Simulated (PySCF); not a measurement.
# Ge2H8Si: the cost of one run

Computed with PySCF 2.14.0, with density-fitted response routines of our own, on a single molecule in the gas phase. Atoms count from 0, in the outputs and in this text.

### 1 The starting structure

11 atoms, charge 0, multiplicity 1; geometry from: GFN2-xTB. The atoms were then displaced at random by about 0.01 Å, so the start is not that level's minimum.

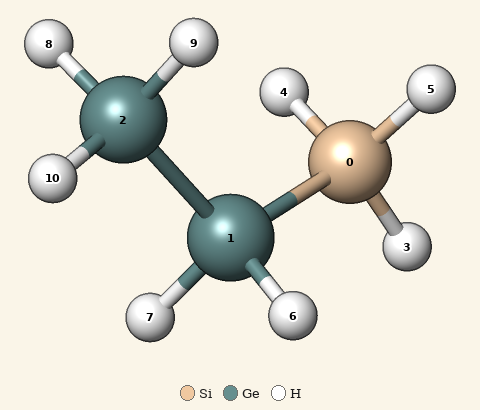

As it starts; silicon light orange, germanium teal, hydrogen white, atoms numbered.

### 2 Optimising the geometry at PBE0-D3(BJ)/def2-SVP

Job settings and geometry (Å):

```
{"job": {"xc": "PBE0", "basis": "def2-SVP", "d3": "d3bj", "grid": 1, "shake": 0.01, "kind": "geom"}, "charge": 0, "multiplicity": 1}
Si     1.985890     0.743100    -0.005950
Ge     0.225600    -0.814450    -0.106250
Ge    -2.054540    -0.089920     0.076870
H      3.298940     0.116120    -0.153050
H      1.809320     1.736970    -1.101600
H      1.923170     1.485980     1.265840
H      0.412210    -1.901030     0.936240
H      0.309420    -1.639910    -1.372660
H     -2.457100     0.895740    -0.955920
H     -2.345330     0.625690     1.380870
H     -3.069470    -1.184120     0.019950
```

The run is started by

```
> OMP_NUM_THREADS=1 python probes_run.py task.json out
```

The driver reads the jobs from task.json and runs them one after another.

**Question.** How long does this first job take on 1 thread of Arm Neoverse N1, shared host, and how much memory does it need?

About 74 s, with a peak of 0.51 GiB.
